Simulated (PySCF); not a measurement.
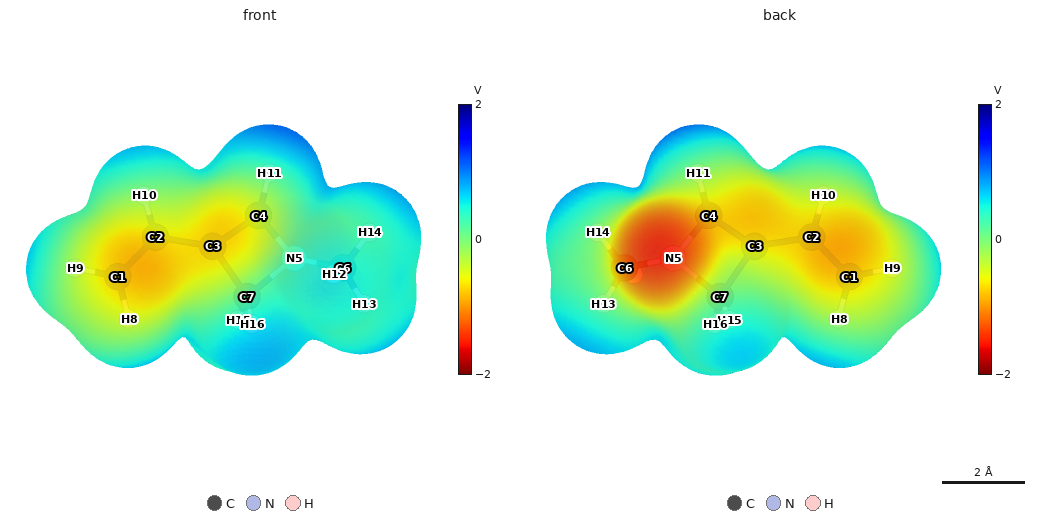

Figure 1: C₆H₉N (SMILES C=CC1=CN(C)C1). The molecular electrostatic potential painted on the density surface at 0.002 e/bohr³, seen from the front and from behind; the colour scale runs from red (negative) to blue (positive).

Geometry: GFN2-xTB, coordinate held.

Theory: PBE0/pcSseg-1, SCF density, gas phase, non-relativistic (PySCF 2.14.0).

```xyz
16

C     2.9111    0.2997   -0.5040
C     2.0091   -0.6210   -0.1641
C     0.5985   -0.4263   -0.2407
C    -0.5138   -1.1597   -0.0223
N    -1.4265   -0.2158   -0.5372
C    -2.5279    0.2032    0.3009
C    -0.2790    0.7197   -0.6894
H     2.6146    1.2640   -0.8815
H     3.9680    0.1182   -0.4196
H     2.3254   -1.5859    0.2134
H    -0.7536   -2.1450    0.3329
H    -2.1955    0.5901    1.2730
H    -3.0939    0.9802   -0.2141
H    -3.1820   -0.6518    0.4715
H    -0.1570    1.0698   -1.7142
H    -0.3197    1.5664   -0.0047
```

**Where is the surface potential most negative and most positive?**

The most negative region (about −1.5 V) lies over N5, the most positive (about +1.0 V) over H11. N5 is the likeliest acceptor of a hydrogen bond.
